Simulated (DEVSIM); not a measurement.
Device: Co/SiO2/n-Si capacitor, at 300 K.

| layer (left to right) | material | thickness (nm) | Nd (cm⁻³) |
|---|---|---|---|
| 1 | SiO2 | 1.40 | - |
| 2 | Si | 4500 | 1.6e16 |

Metal gate on the left, work function 5 eV. Fixed charge at the semiconductor interface -1.7e11 cm⁻² (in units of +e); no interface traps.

The device is made up for the run: typed textbook-type constants, with dimensions and the other settings drawn at random. Values at 300 K.

```tsv
parameter	SiO2	Si
gap (eV)	9	1.124
affinity (eV)	0.9	4.05
permittivity	3.9	11.7
Nc (cm⁻³)	-	2.86e19
Nv (cm⁻³)	-	3.1e19
```

DEVSIM, 1D Poisson equation in equilibrium, Boltzmann statistics, complete ionisation; no quantum confinement or tunnelling. Metal contacts follow the ideal Schottky-Mott rule: no Fermi-level pinning, no interface dipoles.

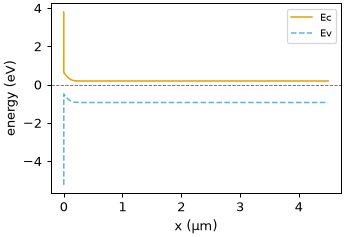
Fig. 1. Band edges at 0.3 V on the gate

Energies count from the Fermi level of the right contact; mesh points crowd at the junctions.

| x (μm) | Ec (eV) | Ev (eV) | n (cm⁻³) | p (cm⁻³) | field (V/cm) |
|---|---|---|---|---|---|
| 0.000 | 3.800 | -5.200 | < 1e2 | < 1e2 | -58000 |
| 0.0006621 | 3.796 | -5.204 | < 1e2 | < 1e2 | -58000 |
| 0.001298 | 3.792 | -5.208 | < 1e2 | < 1e2 | -58000 |
| 0.002375 | 0.637 | -0.487 | 5.6e8 | 2.1e11 | -45000 |
| 0.005945 | 0.621 | -0.503 | 1.0e9 | 1.1e11 | -45000 |
| 0.01226 | 0.594 | -0.530 | 3.0e9 | 3.8e10 | -43000 |
| 0.02474 | 0.542 | -0.582 | 2.3e10 | 5.2e9 | -40000 |
| 0.06568 | 0.399 | -0.725 | 5.7e12 | 2.1e7 | -30000 |
| 0.1336 | 0.253 | -0.871 | 1.6e15 | 73000 | -13000 |
| 0.2812 | 0.195 | -0.929 | 1.5e16 | 7500 | -280 |
| 0.5726 | 0.194 | -0.930 | 1.6e16 | 7300 | ≈ 0 |
| 1.529 | 0.194 | -0.930 | 1.6e16 | 7300 | ≈ 0 |
| 2.843 | 0.194 | -0.930 | 1.6e16 | 7300 | ≈ 0 |
| 3.715 | 0.194 | -0.930 | 1.6e16 | 7300 | ≈ 0 |
| 4.198 | 0.194 | -0.930 | 1.6e16 | 7300 | ≈ 0 |
| 4.358 | 0.194 | -0.930 | 1.6e16 | 7300 | ≈ 0 |
| 4.431 | 0.194 | -0.930 | 1.6e16 | 7300 | ≈ 0 |
| 4.469 | 0.194 | -0.930 | 1.6e16 | 7300 | ≈ 0 |
| 4.489 | 0.194 | -0.930 | 1.6e16 | 7300 | ≈ 0 |
| 4.496 | 0.194 | -0.930 | 1.6e16 | 7300 | ≈ 0 |
| 4.500 | 0.194 | -0.930 | 1.6e16 | 7300 | ≈ 0 |
| 4.501 | 0.194 | -0.930 | 1.6e16 | 7300 | ≈ 0 |
